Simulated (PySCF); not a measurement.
# CH6NOSi (SMILES CN([O])[SiH3]) (doublet): what the fields show

```xyz
10

C    -1.4241   -0.1148    0.0493
N    -0.1366    0.4817   -0.1776
O    -0.1102    1.6656   -0.6766
Si    1.4654   -0.1903    0.0736
H    -2.0638    0.5861    0.5895
H    -1.2976   -1.0298    0.6211
H    -1.9068   -0.3390   -0.9057
H     2.1619    0.7148    0.9816
H     1.2040   -1.5085    0.6532
H     2.1166   -0.2612   -1.2308
```

Geometry: GFN2-xTB.

Level of theory: UKS B3LYP, pcH-1 on C H N O Si, non-relativistic, mean-field spin-orbit, GIAO in PySCF 2.14.0, density-fitted response routines.

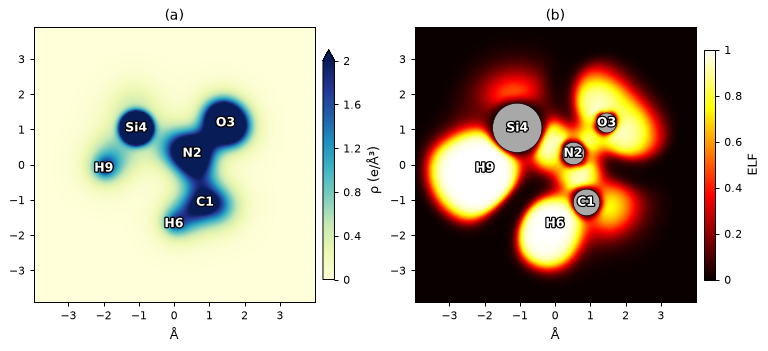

Figure 1. (a) electron density; (b) ELF on the plane of atoms C1, N2 and O3. Grey discs cover the atomic cores in the ELF map.

Q: Describe what can be read from this map.

A:
- Atoms in the plane: C, N, O, Si and H.
- N–O (1.29 Å): the density is about 2.9 e/Å³ at the midpoint; the ELF peaks at about 0.85 between the atoms, as expected for a covalent bond.
- C–N (1.44 Å): ρ at the midpoint is about 2 e/Å³; the ELF peaks at about 0.95 between the atoms, as expected for a covalent bond.
- Si–N (1.76 Å): ρ at the midpoint is about 1.1 e/Å³; the ELF peaks at about 0.95 between the atoms: a polar covalent bond.
- C–H (1.09 Å): ρ is about 2 e/Å³ halfway; the ELF climbs to about 1 towards the hydrogen, as it does in any bond to H: an ordinary covalent bond to hydrogen.
- Si–H (1.46 Å): the density is about 0.82 e/Å³ at the midpoint; the ELF climbs to about 1 towards the hydrogen.
- The ELF also peaks beside O3, away from the bonds: non-bonding electrons, paired or unpaired.

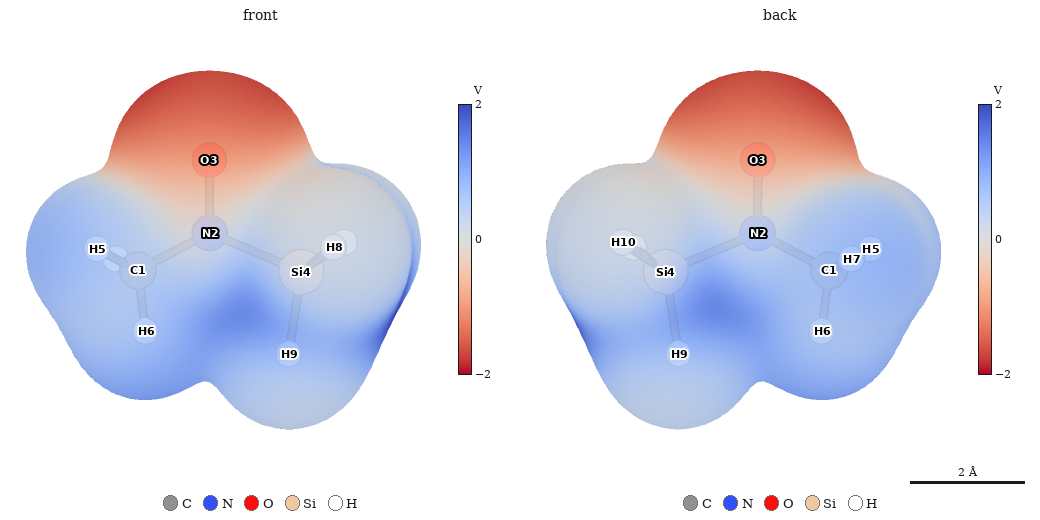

Figure 2. The molecular electrostatic potential painted on the density surface at 0.002 e/bohr³, seen from the front and from behind; red is negative and blue positive.

Q: Where is the surface potential most negative and most positive?

A: The most negative region (about −1.7 V) lies over O3, the most positive (about +1.9 V) over Si4. O3 is the likeliest acceptor of a hydrogen bond.
